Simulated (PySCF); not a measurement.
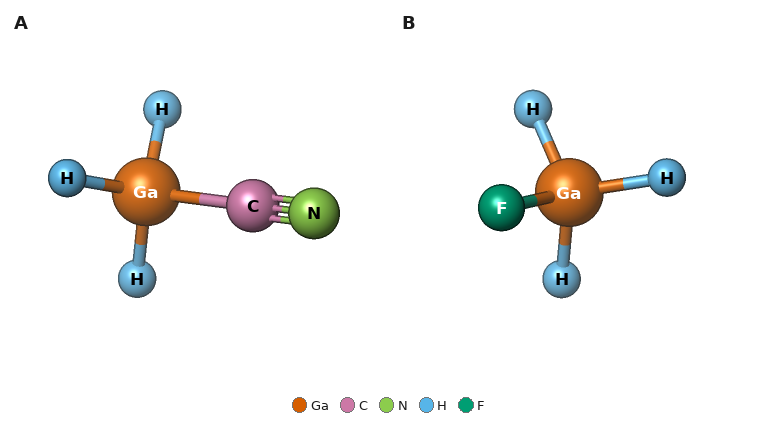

Two related species, optimised with PBE0-D3(BJ)/def2-SVP; properties computed with PySCF 2.14.0. Both: charge −1, singlet.

Question. Identify both.

Answer. A is [Ga(CN)H3]-, B is [GaFH3]-.

Compare them. With B3LYP/pcSseg-1 (pcSseg-2 on Ga): HOMO energy (Kohn–Sham orbital) (eV). With PBE0/pcSseg-1 (pcSseg-2 on Ga): Hirshfeld charge of Ga (e), IAO charge of Ga (e). With PBE0/def2-SVPD: mean static polarisability (bohr³). With PBE0-D3(BJ)/def2-SVP: mean Ga–H length (Å).

```json
{"quantity": "HOMO energy (Kohn–Sham orbital) (eV)", "A": "−2.85", "B": "−2.02"}
{"quantity": "Hirshfeld charge of Ga (e)", "A": "0.10", "B": "0.12"}
{"quantity": "IAO charge of Ga (e)", "A": "0.02", "B": "0.31"}
{"quantity": "mean static polarisability (bohr³)", "A": "61.8", "B": "48.1"}
{"quantity": "mean Ga–H length (Å)", "A": "1.606", "B": "1.625"}
```

Each is one conformer, and no frequency run is at hand to confirm it as a minimum.
